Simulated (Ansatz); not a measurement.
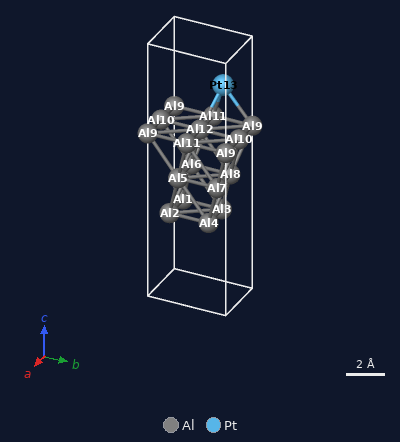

Fig. 1: The input geometry (ball-and-stick view of the cell of the calculation, with the vacuum cut short, seen slightly off an axis; atoms are numbered from 1 in the order of the input). An atom can appear more than once, as a periodic image. Near neighbours in the periodic cell (some may lie outside the picture): Al has 9 Al at 2.86 Å; Al has 12 Al at 2.86 Å; Al has 9 Al at 2.86 Å and 1 Pt at 2.63 to 2.73 Å; Pt has 3 Al at 2.63 to 2.73 Å.

# Run report: Al₁₂Pt, geometry relaxation (part 1 of 2)

Al₁₂Pt (slab, 13 atoms in the cell), computed with DFT PBEsol, scalar-relativistic, plane waves, PAW, no spin polarisation (Ansatz 0.2.0).

The input holds or restrains some coordinates. Forces given for the steps count only the free coordinates. It belongs to a series of runs on one base structure; here: end point A relaxed. Figures and captions count atoms from 1; the log counts them from 0 in places.

## What the program printed
```
Engine: ansatz 0.2.0, aarch64-unknown-linux-gnu
Pseudopotentials: kind: paw
Pseudopotential: Al, paw, valence charge 3, recommended cutoff 420 eV (normal), Al.paw.azcp
Pseudopotential: Pt, paw, valence charge 18, recommended cutoff 420 eV (normal), Pt.paw.azcp
Functional definition: PBEsol
  exchange = pbesol_x
  correlation = pbesol_c
Crystal: 13 atoms, lattice volume = 473.780 Å³
Basis set: ecut = 420 eV, 9343 PW (Γ), exchange–correlation on 80×80×240 points (8 copies of the dense FFT grid, shifted against one another)
Bands: 40, of which v1, the nominal top of the filled ones, is band 27 counted from 1 (26 counted from 0)
Symmetry: 1 space group operations
Space group: P1 (ITA 1), of the structure as read, at distance tolerance 7.8e-5 Å
k-points: 5 of 9 (time reversal used)
Non-local potential: Al, projectors of the file, l = 0: 2, l = 1: 2, l = 2: 1
Non-local potential: Pt, projectors of the file, l = 0: 3, l = 1: 2, l = 2: 2, l = 3: 1
PAW form: soft (Blöchl's): semilocal exchange-correlation on the pseudo side does not see the compensation charge
PAW frozen core: Al, regenerated for the run's functional, and the local potential with it (the file was generated under x = pbe(κ = 0.804, μ = 0.2195149727645171), c = pbe(β = 0.06672455060314922))
PAW frozen core: Pt, regenerated for the run's functional, and the local potential with it (the file was generated under x = pbe(κ = 0.804, μ = 0.2195149727645171), c = pbe(β = 0.06672455060314922))
PAW one-centre angular grid: Al, 110 points (default); XC on 64 Gauss nodes
PAW one-centre angular grid: Pt, 590 points (default); XC on 64 Gauss nodes
Initial density: superposition of atomic densities (neutral atoms: chi_scale 0, normalization atom), corrected by the library's trained network
Initial wavefunctions: pseudopotential atomic-orbital guess
Functional: x = pbesol(κ = 0.804, μ = 0.12345679012345678), c = pbesol(β = 0.046)
SCF iter   1: F=—  HF=-18674.195025 eV  |F-HF|=—  |Δ(HF+E_count)|=         —  Δρ=2.52e-3  dr2=1.56e-1  ethr=1.77e-3  ⟨swp⟩=12.6  Hψ=1142  notcnv=0
preconditioner: auto → LDOS  [metal: Δε(μ)=0.078 eV  Ē_g=5.638 eV  σ=0.050 eV  W_gap=0.36  n_scr=52 (ndim 8)  ℏωp=11.6 eV  f_vac=0.388  D(μ)=14.15/eV (n_scr^D=108)  β→1.0]
SCF iter   2: F=—  HF=-18674.182843 eV  |F-HF|=—  |Δ(HF+E_count)|=   1.22e-2  Δρ=1.49e-3  dr2=3.30e-2  ethr=2.89e-4  ⟨swp⟩=3.0  Hψ=375  notcnv=0  defer=14
SCF iter   3: F=—  HF=-18674.181158 eV  |F-HF|=—  |Δ(HF+E_count)|=   1.69e-3  Δρ=7.43e-4  dr2=1.44e-2  ethr=6.10e-5  ⟨swp⟩=2.0  Hψ=338  notcnv=0  defer=14
SCF iter   4: F=—  HF=-18674.179881 eV  |F-HF|=—  |Δ(HF+E_count)|=   1.28e-3  Δρ=4.23e-4  dr2=7.57e-3  ethr=2.67e-5  ⟨swp⟩=2.6  Hψ=330  notcnv=0  defer=14
SCF iter   5: F=—  HF=-18674.179300 eV  |F-HF|=—  |Δ(HF+E_count)|=   5.81e-4  Δρ=1.63e-4  dr2=1.60e-3  ethr=1.40e-5  ⟨swp⟩=1.2  Hψ=219  notcnv=0  defer=14
SCF iter   6: F=—  HF=-18674.179258 eV  |F-HF|=—  |Δ(HF+E_count)|=   4.17e-5  Δρ=9.73e-5  dr2=4.60e-4  ethr=2.96e-6  ⟨swp⟩=1.2  Hψ=189  notcnv=0  defer=14
SCF iter   7: F=—  HF=-18674.179238 eV  |F-HF|=—  |Δ(HF+E_count)|=   2.08e-5  Δρ=4.19e-5  dr2=6.94e-5  ethr=8.52e-7  ⟨swp⟩=1.4  Hψ=192  notcnv=0  defer=14
SCF iter   8: F=-18674.179231 eV  HF=-18674.179234 eV  |F-HF|=3.06e-6  |Δ(HF+E_count)|=   3.75e-6  Δρ=1.87e-5  dr2=4.10e-6  ethr=4.17e-8  ⟨swp⟩=5.0  Hψ=664  notcnv=0
SCF 1 converged in 8 iterations: F = -18674.179231 eV  dr2 = 4.10e-6
  greatest PAW one-centre occupation: 1.000 electrons in one spin orbital (limit 2), on the Pt atom at site 12 (counted from 0), in its partial waves of l = 0
relax step   1: F+E_penalty+E_count = -18674.17923075 eV  Δ(F+E_penalty+E_count) = +0.000e0 eV  max|allowed force component| = 3.744e0 eV/Å  Δτ_max = 0.0000 Å  (8 SCF iters, dr2 threshold 2.25e-5 eV, accepted)
Initial density: handed on by an earlier stage of this run
Initial wavefunctions: those handed on with the density
iter 1 solved again at ethr=1.98e-3 eV; its pass at ethr=3.10e-3 eV (dr2=1.07e0 eV) is discarded
SCF iter   1: F=—  HF=-18675.072198 eV  |F-HF|=—  |Δ(HF+E_count)|=         —  Δρ=9.28e-3  dr2=1.06e0  ethr=1.98e-3  ⟨swp⟩=1.0  Hψ=780  notcnv=0  defer=14
preconditioner: auto → LDOS  [metal: Δε(μ)=0.121 eV  Ē_g=5.739 eV  σ=0.050 eV  W_gap=0.49  n_scr=52 (ndim 8)  ℏωp=11.6 eV  f_vac=0.394  D(μ)=10.71/eV (n_scr^D=64)  β→1.0]
SCF iter   2: F=—  HF=-18675.030150 eV  |F-HF|=—  |Δ(HF+E_count)|=   4.20e-2  Δρ=5.24e-3  dr2=4.18e-1  ethr=1.96e-3  ⟨swp⟩=2.0  Hψ=315  notcnv=0  defer=14
SCF iter   3: F=—  HF=-18674.944562 eV  |F-HF|=—  |Δ(HF+E_count)|=   8.56e-2  Δρ=2.04e-3  dr2=8.86e-2  ethr=7.74e-4  ⟨swp⟩=2.0  Hψ=374  notcnv=0  defer=14
SCF iter   4: F=—  HF=-18674.938766 eV  |F-HF|=—  |Δ(HF+E_count)|=   5.80e-3  Δρ=9.31e-4  dr2=1.30e-2  ethr=1.64e-4  ⟨swp⟩=2.2  Hψ=335  notcnv=0  defer=14
SCF iter   5: F=—  HF=-18674.937494 eV  |F-HF|=—  |Δ(HF+E_count)|=   1.27e-3  Δρ=2.25e-4  dr2=1.53e-3  ethr=2.41e-5  ⟨swp⟩=2.2  Hψ=248  notcnv=0  defer=14
SCF iter   6: F=—  HF=-18674.937483 eV  |F-HF|=—  |Δ(HF+E_count)|=   1.13e-5  Δρ=7.82e-5  dr2=2.00e-4  ethr=2.83e-6  ⟨swp⟩=2.2  Hψ=252  notcnv=0  defer=14
SCF iter   7: F=-18674.937407 eV  HF=-18674.937475 eV  |F-HF|=6.75e-5  |Δ(HF+E_count)|=   8.13e-6  Δρ=4.08e-5  dr2=7.16e-5  ethr=1.85e-7  ⟨swp⟩=3.8  Hψ=738  notcnv=0
SCF 2 converged in 7 iterations: F = -18674.937407 eV  dr2 = 7.16e-5
relax step   2: F+E_penalty+E_count = -18674.93740726 eV  Δ(F+E_penalty+E_count) = -7.582e-1 eV  max|allowed force component| = 2.354e0 eV/Å  Δτ_max = 0.1949 Å  (7 SCF iters, dr2 threshold 1.00e-4 eV, accepted)
iter 1 solved again at ethr=1.28e-3 eV; its pass at ethr=3.10e-3 eV (dr2=6.93e-1 eV) is discarded
SCF iter   1: F=—  HF=-18675.432934 eV  |F-HF|=—  |Δ(HF+E_count)|=         —  Δρ=8.45e-3  dr2=6.77e-1  ethr=1.28e-3  ⟨swp⟩=1.6  Hψ=784  notcnv=0  defer=14
preconditioner: auto → LDOS  [metal: Δε(μ)=0.121 eV  Ē_g=5.859 eV  σ=0.050 eV  W_gap=0.47  n_scr=52 (ndim 8)  ℏωp=11.6 eV  f_vac=0.401  D(μ)=9.60/eV (n_scr^D=52)  β→1.0]
SCF iter   2: F=—  HF=-18675.358650 eV  |F-HF|=—  |Δ(HF+E_count)|=   7.43e-2  Δρ=3.52e-3  dr2=1.79e-1  ethr=1.25e-3  ⟨swp⟩=2.0  Hψ=317  notcnv=0  defer=14
SCF iter   3: F=—  HF=-18675.336311 eV  |F-HF|=—  |Δ(HF+E_count)|=   2.23e-2  Δρ=2.31e-3  dr2=6.86e-2  ethr=3.31e-4  ⟨swp⟩=2.0  Hψ=382  notcnv=0  defer=14
SCF iter   4: F=—  HF=-18675.327583 eV  |F-HF|=—  |Δ(HF+E_count)|=   8.73e-3  Δρ=9.59e-4  dr2=1.06e-2  ethr=1.27e-4  ⟨swp⟩=2.0  Hψ=342  notcnv=0  defer=14
SCF iter   5: F=—  HF=-18675.326283 eV  |F-HF|=—  |Δ(HF+E_count)|=   1.30e-3  Δρ=2.75e-4  dr2=1.30e-3  ethr=1.96e-5  ⟨swp⟩=2.2  Hψ=260  notcnv=0  defer=14
SCF iter   6: F=-18675.326218 eV  HF=-18675.326235 eV  |F-HF|=1.71e-5  |Δ(HF+E_count)|=   4.76e-5  Δρ=5.61e-5  dr2=2.79e-5  ethr=1.85e-7  ⟨swp⟩=4.0  Hψ=867  notcnv=0
SCF 3 converged in 6 iterations: F = -18675.326218 eV  dr2 = 2.79e-5
relax step   3: F+E_penalty+E_count = -18675.32621836 eV  Δ(F+E_penalty+E_count) = -3.888e-1 eV  max|allowed force component| = 5.802e-1 eV/Å  Δτ_max = 0.1948 Å  (6 SCF iters, dr2 threshold 1.00e-4 eV, accepted)
iter 1 solved again at ethr=2.03e-3 eV; its pass at ethr=3.10e-3 eV (dr2=1.09e0 eV) is discarded
SCF iter   1: F=—  HF=-18675.516986 eV  |F-HF|=—  |Δ(HF+E_count)|=         —  Δρ=9.52e-3  dr2=1.11e0  ethr=2.03e-3  ⟨swp⟩=1.0  Hψ=940  notcnv=0  defer=8
preconditioner: auto → LDOS  [metal: Δε(μ)=0.011 eV  Ē_g=5.914 eV  σ=0.050 eV  W_gap=0.06  n_scr=52 (ndim 8)  ℏωp=11.6 eV  f_vac=0.412  D(μ)=13.74/eV (n_scr^D=96)  β→1.0]
SCF iter   2: F=—  HF=-18675.394878 eV  |F-HF|=—  |Δ(HF+E_count)|=   1.22e-1  Δρ=3.40e-3  dr2=2.49e-1  ethr=2.03e-3  ⟨swp⟩=1.6  Hψ=205  notcnv=0  defer=8
SCF iter   3: F=—  HF=-18675.384660 eV  |F-HF|=—  |Δ(HF+E_count)|=   1.02e-2  Δρ=2.13e-3  dr2=9.13e-2  ethr=4.61e-4  ⟨swp⟩=2.2  Hψ=306  notcnv=0  defer=17
SCF iter   4: F=—  HF=-18675.380435 eV  |F-HF|=—  |Δ(HF+E_count)|=   4.22e-3  Δρ=1.17e-3  dr2=1.63e-2  ethr=1.69e-4  ⟨swp⟩=2.0  Hψ=353  notcnv=0  defer=17
SCF iter   5: F=—  HF=-18675.376900 eV  |F-HF|=—  |Δ(HF+E_count)|=   3.54e-3  Δρ=2.76e-4  dr2=1.23e-3  ethr=3.03e-5  ⟨swp⟩=2.2  Hψ=332  notcnv=0  defer=17
SCF iter   6: F=—  HF=-18675.376826 eV  |F-HF|=—  |Δ(HF+E_count)|=   7.45e-5  Δρ=9.19e-5  dr2=2.39e-4  ethr=2.28e-6  ⟨swp⟩=2.0  Hψ=256  notcnv=0  defer=17
SCF iter   7: F=—  HF=-18675.376815 eV  |F-HF|=—  |Δ(HF+E_count)|=   1.07e-5  Δρ=3.63e-5  dr2=5.79e-5  ethr=4.42e-7  ⟨swp⟩=2.8  Hψ=305  notcnv=0  defer=17
SCF iter   8: F=-18675.376797 eV  HF=-18675.376811 eV  |F-HF|=1.43e-5  |Δ(HF+E_count)|=   3.43e-6  Δρ=1.68e-5  dr2=1.52e-5  ethr=3.90e-8  ⟨swp⟩=4.0  Hψ=609  notcnv=0
SCF 4 converged in 8 iterations: F = -18675.376797 eV  dr2 = 1.52e-5
relax step   4: F+E_penalty+E_count = -18675.37679722 eV  Δ(F+E_penalty+E_count) = -5.058e-2 eV  max|allowed force component| = 3.491e-1 eV/Å  Δτ_max = 0.2000 Å  (8 SCF iters, dr2 threshold 2.10e-5 eV, accepted)
SCF iter   1: F=—  HF=-18675.403391 eV  |F-HF|=—  |Δ(HF+E_count)|=         —  Δρ=1.15e-3  dr2=1.32e-2  ethr=1.54e-3  ⟨swp⟩=3.2  Hψ=443  notcnv=0  defer=17
preconditioner: auto → LDOS  [metal: Δε(μ)=0.086 eV  Ē_g=5.983 eV  σ=0.050 eV  W_gap=0.37  n_scr=52 (ndim 8)  ℏωp=11.6 eV  f_vac=0.410  D(μ)=12.23/eV (n_scr^D=64)  β→1.0]
SCF iter   2: F=—  HF=-18675.400350 eV  |F-HF|=—  |Δ(HF+E_count)|=   3.04e-3  Δρ=5.03e-4  dr2=2.55e-3  ethr=2.45e-5  ⟨swp⟩=2.0  Hψ=399  notcnv=0  defer=17
SCF iter   3: F=—  HF=-18675.400142 eV  |F-HF|=—  |Δ(HF+E_count)|=   2.08e-4  Δρ=1.39e-4  dr2=3.00e-4  ethr=4.72e-6  ⟨swp⟩=2.0  Hψ=283  notcnv=0  defer=17
SCF iter   4: F=—  HF=-18675.400118 eV  |F-HF|=—  |Δ(HF+E_count)|=   2.41e-5  Δρ=7.22e-5  dr2=1.15e-4  ethr=5.56e-7  ⟨swp⟩=2.2  Hψ=306  notcnv=0  defer=17
SCF iter   5: F=—  HF=-18675.400107 eV  |F-HF|=—  |Δ(HF+E_count)|=   1.10e-5  Δρ=2.89e-5  dr2=3.04e-5  ethr=2.13e-7  ⟨swp⟩=2.6  Hψ=293  notcnv=0  defer=17
SCF iter   6: F=-18675.400098 eV  HF=-18675.400105 eV  |F-HF|=6.83e-6  |Δ(HF+E_count)|=   1.95e-6  Δρ=1.36e-5  dr2=7.41e-6  ethr=1.41e-8  ⟨swp⟩=3.6  Hψ=701  notcnv=0
SCF 5 converged in 6 iterations: F = -18675.400098 eV  dr2 = 7.41e-6
relax step   5: F+E_penalty+E_count = -18675.40009829 eV  Δ(F+E_penalty+E_count) = -2.330e-2 eV  max|allowed force component| = 4.040e-2 eV/Å  Δτ_max = 0.0582 Å  (6 SCF iters, dr2 threshold 7.62e-6 eV, accepted)
SCF iter   1: F=—  HF=-18675.402240 eV  |F-HF|=—  |Δ(HF+E_count)|=         —  Δρ=8.47e-4  dr2=5.24e-3  ethr=4.33e-5  ⟨swp⟩=3.2  Hψ=474  notcnv=0  defer=17
preconditioner: auto → LDOS  [metal: Δε(μ)=0.089 eV  Ē_g=5.982 eV  σ=0.050 eV  W_gap=0.39  n_scr=52 (ndim 8)  ℏωp=11.6 eV  f_vac=0.409  D(μ)=12.07/eV (n_scr^D=64)  β→1.0]
SCF iter   2: F=—  HF=-18675.401430 eV  |F-HF|=—  |Δ(HF+E_count)|=   8.10e-4  Δρ=3.34e-4  dr2=1.29e-3  ethr=9.71e-6  ⟨swp⟩=2.8  Hψ=426  notcnv=0  defer=17
SCF iter   3: F=—  HF=-18675.401300 eV  |F-HF|=—  |Δ(HF+E_count)|=   1.31e-4  Δρ=1.82e-4  dr2=5.34e-4  ethr=2.38e-6  ⟨swp⟩=2.0  Hψ=313  notcnv=0  defer=17
SCF iter   4: F=—  HF=-18675.401231 eV  |F-HF|=—  |Δ(HF+E_count)|=   6.91e-5  Δρ=7.27e-5  dr2=1.61e-4  ethr=9.90e-7  ⟨swp⟩=2.0  Hψ=215  notcnv=0  defer=17
SCF iter   5: F=—  HF=-18675.401218 eV  |F-HF|=—  |Δ(HF+E_count)|=   1.28e-5  Δρ=2.60e-5  dr2=1.87e-5  ethr=2.98e-7  ⟨swp⟩=1.2  Hψ=185  notcnv=0  defer=17
SCF iter   6: F=—  HF=-18675.401325 eV  |F-HF|=—  |Δ(HF+E_count)|=   1.07e-4  Δρ=8.31e-6  dr2=2.55e-6  ethr=3.46e-8  ⟨swp⟩=2.4  Hψ=290  notcnv=0  defer=17
SCF iter   7: F=—  HF=-18675.401325 eV  |F-HF|=—  |Δ(HF+E_count)|=   1.22e-7  Δρ=4.24e-6  dr2=6.27e-7  ethr=4.73e-9  ⟨swp⟩=1.6  Hψ=231  notcnv=0  defer=17
SCF iter   8: F=—  HF=-18675.401325 eV  |F-HF|=—  |Δ(HF+E_count)|=   3.02e-8  Δρ=2.35e-6  dr2=1.33e-7  ethr=1.16e-9  ⟨swp⟩=2.4  Hψ=289  notcnv=0  defer=17
SCF iter   9: F=-18675.401325 eV  HF=-18675.401325 eV  |F-HF|=6.88e-9  |Δ(HF+E_count)|=   1.90e-8  Δρ=1.06e-6  dr2=1.51e-8  ethr=1.85e-10  ⟨swp⟩=5.0  Hψ=637  notcnv=0
SCF 6 converged in 9 iterations: F = -18675.401325 eV  dr2 = 1.51e-8
relax step   6: F+E_penalty+E_count = -18675.40132453 eV  Δ(F+E_penalty+E_count) = -1.226e-3 eV  max|allowed force component| = 4.661e-3 eV/Å  Δτ_max = 0.0252 Å  (9 SCF iters, accepted)
```

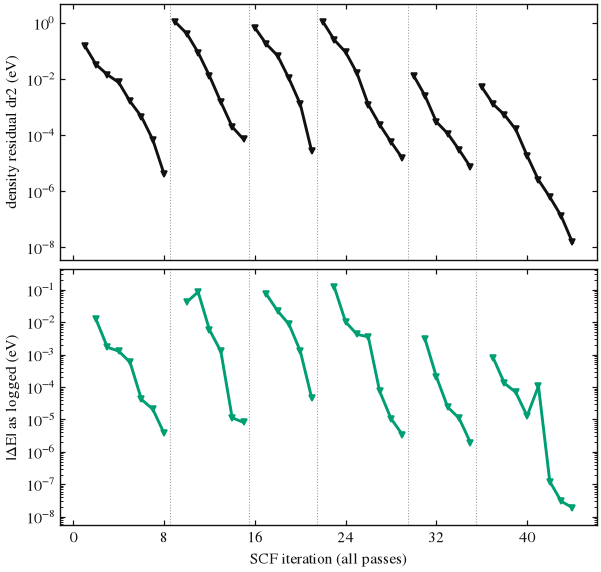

Fig. 2: Convergence of the self-consistent field: density residual dr2 and size of the energy change against the SCF iteration. The dotted lines part the SCF passes of the relaxation: geometry steps, rejected trials and re-solves on a re-selected basis. The 6 passes take 6 to 9 iterations each, 44 in all.
